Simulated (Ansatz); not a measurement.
# Debugging a many-body input for BaTiO3 (P4mm)

Aim: the G0W0 gap of BaTiO3 (P4mm). The first input has a fault.

Main program and level: Ansatz 0.2.0; G0W0 on PBE, plane waves, PAW.

## (1) Set-up

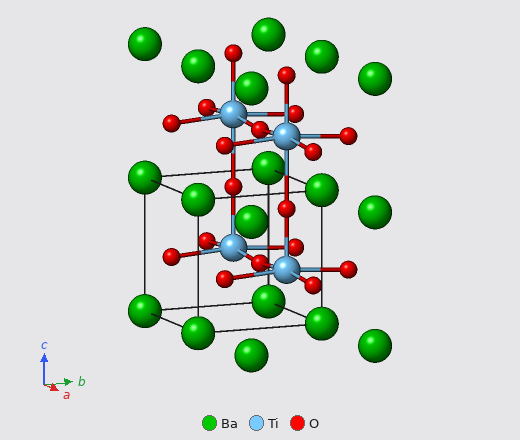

Start, viewed slightly off an axis; barium green, titanium blue, oxygen red. 2×1×2 cells are drawn. Some periodic images of atoms are drawn too.

The cell and positions come from the Crystallography Open Database and are kept as given unless a step says otherwise. Spin-orbit coupling is left out unless a step names it. The default PAW set here is soft_2. Its files were made with PBE.

## (2) First try

Input file input.yaml:

```yaml
crystal:
  lattice:
    - [3.99048, 0.0, 0.0]
    - [0.0, 3.99048, 0.0]
    - [0.0, 0.0, 4.02303]
  atoms:
    - { symbol: Ba, position: [0.0, 0.0, 0.0] }
    - { symbol: Ti, position: [0.5, 0.5, 0.522] }
    - { symbol: O, position: [0.5, 0.5, 0.979] }
    - { symbol: O, position: [0.5, 0.0, 0.488] }
    - { symbol: O, position: [0.0, 0.5, 0.488] }
kpoints:
  mp_grid: { grid: [4, 4, 4] }
hamiltonian:
  xc: pbe
scf:
  occupations: { method: fixed }
gw:
  n_empty_bands: 4
  ecut_chi: 40
  qp_bands: [v2, c2]
  qp_kpoints: band_edges
  screening: { model: contour_deformation }
```

On the command line:

```
$ ansatz run input.yaml --threads 3 --pin off --max-ram 92160MiB --backend cuda --events-out ev --progress --plain --runs-dir out --devices 1 --max-vram 13GiB
```

Numbers of over 12 decimals in the logs are rounded to 6 here.

Output:

```text
GPUs: using 1 of 1 available (devices: 1).
Engine: ansatz 0.2.0, x86_64-unknown-linux-gnu
Pseudopotentials: kind: paw
Pseudopotential: Ba, paw, valence charge 10, recommended cutoff 420 eV (normal), Ba.paw.azcp
Pseudopotential: Ti, paw, valence charge 12, recommended cutoff 420 eV (normal), Ti.paw.azcp
Pseudopotential: O, paw, valence charge 6, recommended cutoff 420 eV (normal), O.paw.azcp
Functional definition: PBE
  parameter kappa = 0.804
  parameter beta = 0.066725
  exchange = pbe_x(kappa = kappa, mu = beta*pi^2/3)
  correlation = pbe_c(beta = beta)
device memory: the entry about to start is reckoned to put 0.7 GiB on a device that reports 42.3 GiB free (of which the cap on the GPU budget leaves the run 13.0 GiB)
GPU FFT provider: cuFFT
GPU libraries: cuBLAS 13.8.2, cuFFT 12.4.0, cuSOLVER 12.3.4
Crystal: 5 atoms, lattice volume = 64.062 Å³
Basis set: ecut = 420 eV, 1245 PW (Γ)
Bands: 25, of which v1, the nominal top of the filled ones, is band 20 counted from 1 (19 counted from 0)
Symmetry: 8 space group operations
Space group: P4mm (ITA 99), of the structure as read, at distance tolerance 4.0e-5 Å
k-points: 18 of 64 (time reversal used)
Non-local potential: Ba, projectors of the file, l = 0: 3, l = 1: 2, l = 2: 2, l = 3: 2
Non-local potential: Ti, projectors of the file, l = 0: 3, l = 1: 2, l = 2: 3, l = 3: 1
Non-local potential: O, projectors of the file, l = 0: 2, l = 1: 2, l = 2: 1
PAW form: soft (Blöchl's): semilocal exchange-correlation on the pseudo side does not see the compensation charge
PAW one-centre angular grid: Ba, 194 points (default); XC on 64 Gauss nodes
PAW one-centre angular grid: Ti, 590 points (default); XC on 64 Gauss nodes
PAW one-centre angular grid: O, 110 points (default); XC on 64 Gauss nodes
Initial density: superposition of atomic densities (neutral atoms: chi_scale 0, normalization atom), corrected by the library's trained network
Initial wavefunctions: pseudopotential atomic-orbital guess
GPU buffer pool allocated for 19683 grid points (all kernels)
GPU transforms: local potential and band sums: pruned to the plane-wave sphere, on 27×27×27
Functional: x = pbe(κ = 0.804, μ = 0.219515), c = pbe(β = 0.066725)
SCF iter   1: F=—  HF=-10159.571982 eV  |F-HF|=—  |Δ(HF+E_count)|=         —  Δρ=1.34e-3  dr2=5.52e-4  ethr=1.77e-3  ⟨swp⟩=4.3  Hψ=1920  notcnv=0  defer=19
preconditioner: auto → Resta (q_TF=auto, 2.522 Å⁻¹)  ε∞=5.8  [insulator: Δε(μ)=1.844 eV  Ē_g=12.013 eV  n_scr=18 (ndim 8)  ℏωp=26.2 eV  f_vac=0.000  ε∞_Penn≈5.8]
SCF iter   2: F=—  HF=-10159.572304 eV  |F-HF|=—  |Δ(HF+E_count)|=   3.21e-4  Δρ=7.47e-4  dr2=1.74e-4  ethr=1.38e-6  ⟨swp⟩=2.2  Hψ=997  notcnv=0  defer=50
SCF iter   3: F=—  HF=-10159.572411 eV  |F-HF|=—  |Δ(HF+E_count)|=   1.07e-4  Δρ=3.94e-4  dr2=5.67e-5  ethr=4.36e-7  ⟨swp⟩=2.0  Hψ=645  notcnv=0  defer=50
SCF iter   4: F=—  HF=-10159.572459 eV  |F-HF|=—  |Δ(HF+E_count)|=   4.82e-5  Δρ=6.43e-5  dr2=2.95e-6  ethr=1.42e-7  ⟨swp⟩=2.7  Hψ=800  notcnv=0  defer=19
SCF iter   5: F=—  HF=-10159.572460 eV  |F-HF|=—  |Δ(HF+E_count)|=   4.56e-7  Δρ=4.07e-5  dr2=8.51e-7  ethr=7.37e-9  ⟨swp⟩=2.1  Hψ=671  notcnv=0  defer=19
SCF iter   6: F=—  HF=-10159.572460 eV  |F-HF|=—  |Δ(HF+E_count)|=   6.43e-8  Δρ=1.41e-5  dr2=1.26e-7  ethr=2.13e-9  ⟨swp⟩=2.0  Hψ=704  notcnv=0  defer=20
SCF iter   7: F=-10159.572460 eV  HF=-10159.572460 eV  |F-HF|=4.01e-9  |Δ(HF+E_count)|=   4.38e-8  Δρ=3.69e-6  dr2=9.00e-9  ethr=2.50e-10  ⟨swp⟩=8.0  Hψ=1789  notcnv=0
SCF 1 converged in 7 iterations: F = -10159.572460 eV  dr2 = 9.00e-9
[...]
device memory: the entry about to start is reckoned to put 0.7 GiB on a device that reports 38.6 GiB free (of which the cap on the GPU budget leaves the run 13.0 GiB)
NSCF: frozen V_eff on 18 k-points, pencils in batches of 32, up to order 100
[...]
eigenvalues of the whole cell's RPA ε∞ on this k-mesh (on a slab, of 1 + 4πα/V) = 3.5634, 4.4170, 4.4170; static W/v taken at q = 0 is 0.242093
  gw.qp_kpoints: band_edges: 12 of 18 stored k-points solved, in 1 pass; an edge of the gap read off the rows below is read off those points alone
    valence top: of the k-points left out ik 11 came nearest to being solved in a further pass, in band 19 (counted from 1, as in the quasiparticle table): it holds the edge there only if its correction is more favourable than any solved in that band by at least 0.569 eV; those differ by 0.246 eV
    conduction bottom: of the k-points left out ik 4 came nearest to being solved in a further pass, in band 21 (counted from 1, as in the quasiparticle table): it holds the edge there only if its correction is more favourable than any solved in that band by at least 0.660 eV; those differ by 0.343 eV
  `?` marks the rows in doubt; gw_qp.tsv's column doubts and the gw_qp event give each row's grounds
    ik  band        ε_KS         Σx   Σc(E_QP)       V_xc       Z   E_QP_lin       E_QP  E_QP is
     0    19     10.0558   -25.5905     4.2226   -21.0461  0.6773     9.7301     9.7341  root
     0    20     10.0558   -25.5905     4.2226   -21.0461  0.6773     9.7301     9.7341  root
     0    21     12.2569   -12.5402    -5.2996   -20.2093  0.6981    14.7917    14.6264  root ?
     0    22     12.6243   -13.2576    -5.0579   -20.4864  0.6975    15.1213    14.7953  root ?
     1    19      9.8808   -25.6843     4.4197   -20.9172  0.6729     9.5285     9.5334  root
     1    20      9.8808   -25.6843     4.4197   -20.9172  0.6729     9.5285     9.5334  root
     1    21     12.3201   -12.6672    -5.4021   -20.4521  0.6947    14.8745    14.7029  root ?
     1    22     13.3860   -14.1315    -5.5044   -21.7920  0.6745    15.8830    15.5422  root ?
     2    19      9.7218   -25.7490     4.5723   -20.8096  0.6696     9.3491     9.3548  root
     2    20      9.7218   -25.7490     4.5723   -20.8096  0.6696     9.3491     9.3548  root
     2    21     12.3859   -12.8077    -5.5139   -20.7176  0.6910    14.9606    14.7819  root ?
     2    22     14.0720   -14.7309    -6.1534   -23.0247  0.6482    16.5885    16.2124  root ?
     3    19      9.6195   -25.1468     4.0665   -20.8148  0.6721     9.3512     9.3540  root
     3    20      9.7597   -25.8114     4.4150   -21.0749  0.6730     9.4340     9.4382  root
     3    21     12.6691   -13.3151    -5.1975   -20.6926  0.6946    15.1897    14.8491  root ?
     3    22     13.2008   -14.0373    -5.5590   -21.7242  0.6725    15.6308    15.3286  root ?
     6    19      9.3038   -25.4050     4.3022   -20.7792  0.6680     8.9758     8.9802  root
     6    20      9.4649   -25.8933     4.5795   -20.9637  0.6668     9.1094     9.1148  root
     6    21     12.7286   -13.3810    -5.2065   -20.9589  0.6904    15.2842    15.1000  root ?
     6    22     13.9614   -14.6777    -6.1626   -22.9345  0.6453    16.3879    16.0557  root ?
     8    19      9.5289   -25.2111     4.6811   -20.0947  0.6512     9.0844     9.0936  root
     8    20     10.1779   -25.7096     4.6369   -20.6254  0.6659     9.7223     9.7307  root
     8    21     14.0010   -14.6969    -6.2835   -23.0768  0.6424    16.4355    16.0975  root ?
     8    22     14.0963   -14.7060    -6.2588   -23.1084  0.6462    16.6213    16.2399  root ?
     9    19      9.4985   -25.4779     4.4684   -20.6655  0.6688     9.1494     9.1545  root
     9    20      9.9119   -25.4388     4.5920   -20.4562  0.6600     9.5147     9.5214  root
     9    21     13.1507   -13.7235    -5.3813   -21.5276  0.6847    15.7876    15.5736  root ?
     9    22     13.3760   -14.3013    -5.4269   -22.0315  0.6730    15.8942    15.6794  root ?
[...]
15    20     10.3534   -25.7673     4.6941   -20.6660  0.6631     9.9394     9.9463  root
[...]
15    22     14.0618   -14.7743    -6.1711   -23.0808  0.6473    16.5613    16.1971  root ?
    16    19      9.6967   -25.2101     4.6424   -20.1070  0.6591     9.2263     9.2360  root
    16    20     10.3769   -25.8262     4.6908   -20.7336  0.6637     9.9684     9.9751  root
    16    21     14.3347   -14.7481    -6.3995   -23.2771  0.6390    16.8392    16.4643  root ?
    16    22     14.3347   -14.7481    -6.3995   -23.2771  0.6390    16.8392    16.4643  root ?
    17    19     10.2263   -25.8266     4.6334   -20.7575  0.6668     9.7828     9.7907  root
    17    20     10.4012   -25.8870     4.6883   -20.8018  0.6643     9.9978    10.0043  root
    17    21     14.6387   -14.6074    -6.9415   -23.6292  0.6195    17.0808    16.7190  root ?
    17    22     14.6512   -14.7347    -6.7801   -23.6315  0.6270    17.1710    16.7679  root ?
[key lines of the parts left out:]
SCF converged after 7 iterations
Free energy (F): -10159.572460 eV
Fermi energy:    10.401152 eV
```

It took 9.6 s on 1 × NVIDIA H100 80GB HBM3 (shared by 6 runs) with 3 threads of AMD EPYC 7R13 (Zen 3), shared host; peak memory 1 GiB.

Reading the cycles: dr2 is the Hartree energy of the density residual (eV), the measure of convergence; HF is the Harris–Foulkes estimate of the energy, which meets the free energy F at convergence.

Q: What is the fault?

The run ended normally, though the input holds a fault or crude settings.

The fault: four empty bands in G0W0. The sums over empty states are cut off almost at the gap, so screening and correlation are far from complete.

It printed a gap of 4.62 eV, which is an artefact of the settings.

## (3) A better input

G0W0 replaces the xc potential by the self-energy, built once from these orbitals. Only a window of levels is corrected, while the sums run over the empty bands that the input names.

Edit input.yaml of step 2 so:

```diff
@@ -18,4 +18,4 @@
 gw:
-  n_empty_bands: 4
-  ecut_chi: 40
+  n_empty_bands: 191
+  ecut_chi: 120
   qp_bands: [v2, c2]
```

Output:

```text
GPUs: using 1 of 1 available (devices: 1).
[...]
GPU FFT provider: cuFFT
GPU libraries: cuBLAS 13.8.2, cuFFT 12.4.0, cuSOLVER 12.3.4
Crystal: 5 atoms, lattice volume = 64.062 Å³
Basis set: ecut = 420 eV, 1245 PW (Γ)
Bands: 25, of which v1, the nominal top of the filled ones, is band 20 counted from 1 (19 counted from 0)
[... 1 set-up line as in the run before ...]
[...]
k-points: 18 of 64 (time reversal used)
[...]
GPU buffer pool allocated for 19683 grid points (all kernels)
[...]
SCF iter   1: F=—  HF=-10159.571982 eV  |F-HF|=—  |Δ(HF+E_count)|=         —  Δρ=1.34e-3  dr2=5.52e-4  ethr=1.77e-3  ⟨swp⟩=4.3  Hψ=1920  notcnv=0  defer=19
[...]
SCF iter   7: F=-10159.572460 eV  HF=-10159.572460 eV  |F-HF|=4.01e-9  |Δ(HF+E_count)|=   4.38e-8  Δρ=3.69e-6  dr2=9.00e-9  ethr=2.50e-10  ⟨swp⟩=8.0  Hψ=1789  notcnv=0
SCF 1 converged in 7 iterations: F = -10159.572460 eV  dr2 = 9.00e-9
[...]
0    19     10.0558   -25.5905     4.2863   -21.0461  0.7255     9.7965     9.7977  root
     0    20     10.0558   -25.5905     4.2863   -21.0461  0.7255     9.7965     9.7977  root
     0    21     12.2569   -12.5402    -6.4625   -20.2093  0.7369    13.4935    13.4635  root
     0    22     12.6243   -13.2576    -6.0170   -20.4864  0.7350    13.8665    13.8362  root
     1    19      9.8808   -25.6843     4.4792   -20.9172  0.7237     9.5912     9.5929  root
     1    20      9.8808   -25.6843     4.4792   -20.9172  0.7237     9.5912     9.5929  root
     1    21     12.3201   -12.6672    -6.5554   -20.4521  0.7343    13.5814    13.5496  root
     1    22     13.3860   -14.1315    -6.3821   -21.7920  0.7160    14.7061    14.6644  root
[...]
17    19     10.2263   -25.8266     4.7833   -20.7575  0.7187     9.9388     9.9405  root
    17    20     10.4012   -25.8870     4.8214   -20.8018  0.7164    10.1359    10.1373  root
    17    21     14.6387   -14.6074    -7.7383   -23.6292  0.6705    15.9917    15.9222  root
    17    22     14.6512   -14.7347    -7.5667   -23.6315  0.6765    16.0533    15.9813  root
[key lines of the parts left out:]
SCF converged after 7 iterations
Free energy (F): -10159.572460 eV
Fermi energy:    10.401152 eV
```

Run time: 16 s. Hardware: 1 × NVIDIA H100 80GB HBM3 (shared by 6 runs) with 3 threads; peak memory 1.3 GiB; 14 s of CPU time.

Numbers from this step:

* bands summed: 211
* RPA ε∞ on this mesh (eigenvalues): 5.654, 6.265, 6.265
* plane waves in the screening matrix: 179
* q-points in the mesh: 64
* G0W0 gap on the mesh: 3.326 eV
* k of the valence top: -0.5, -0.5, -0.5
* k of the conduction bottom: 0, 0, 0
* starting gap on the mesh: 1.856 eV
* Z at the valence top: 0.7164
* Z at the conduction bottom: 0.7369
* least direct G0W0 gap on the computed points: 3.666 eV

The gap on the mesh goes from 1.86 eV to 3.33 eV, a correction of +1.47 eV. Between the two edge states, bare exchange in place of the xc potential would open the gap by 12.75 eV, and correlation takes back 11.28 eV.

## (4) Summary of results

```yaml
first_try: converged after 9.6 s
better_run: G0W0 gap on the mesh 3.33 eV (4×4×4 mesh, 191 empty bands, screening to 120 eV)
```

**Reading.** The second run differs in: empty bands and screening cutoff (eV). Bands and cutoff are finite, so the gap is not at the basis limit. The miss can reach some tenths of an eV and take either sign; the mesh is an error of its own. The 4×4×4 mesh is coarse for this cell (its supercell is 16 Å along the shortest edge). The RPA ε∞ on it, from the PBE start, is 5.65 and 6.26; such meshes misread the long-range screening, most where the gap is narrow. The many-body steps are scalar-relativistic: spin-orbit coupling is not in them.

[Paths, hosts, dates, memory and timing lines, banners, echoed tables and standing remarks are left out of the program output.]

[Logs are printed without paths, hosts, clocks, repeated set-up lines and the standing remarks that a program may print on its own settings, such as how far it seeks lower states.]

[Runs of the session that timed out or met a known fault of the program may be left out.]

[Cells called generated may have been cut or substituted from an entry of the Crystallography Open Database or the Materials Project.]

[Hosts, paths, dates, database ids (printed as entryN), source tags and the programs' standing remarks are cut or masked in the printed files.]
